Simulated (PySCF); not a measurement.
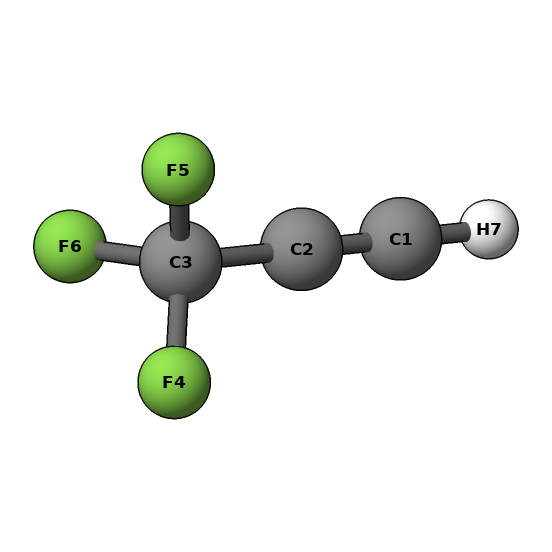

Every bond is drawn as one stick. The geometry was computed by an optimisation with PBE0-D3(BJ)/def2-TZVP. No frequency run is at hand to confirm it as a minimum. Level of theory: PBE0/pcSseg-2 (PySCF 2.14.0).

List the Mayer bond orders of C1–C2, C1–H7, C2–C3, C3–F4 (one bond of each equivalent set).

| bond | Mayer order | length (Å) |
| --- | --- | --- |
| C1–C2 | 2.80 | 1.195 |
| C1–H7 | 1.07 | 1.066 |
| C2–C3 | 1.05 | 1.461 |
| C3–F4 | 0.99 | 1.335 |
